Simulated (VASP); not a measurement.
Band structure of Sr (space group P6_3/mmc). All values below come from PBEsol GGA, VASP's PBE PAW potentials (set 64) (plane waves; VASP).

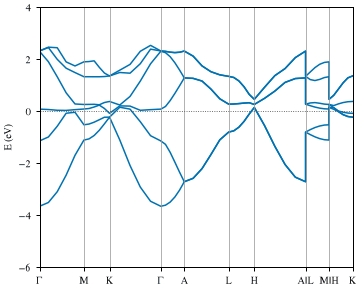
Figure: Bands along high-symmetry lines, zero at the valence-band maximum or, without a gap, the Fermi level

Q: Read the plot: is there a gap, and where are the band edges?

A: It has no gap at this level: it comes out as a metal or semimetal.

The structure comes from a computed database's Sr entry; how it stands against other phases isn't given here. The cell was not relaxed at this level.
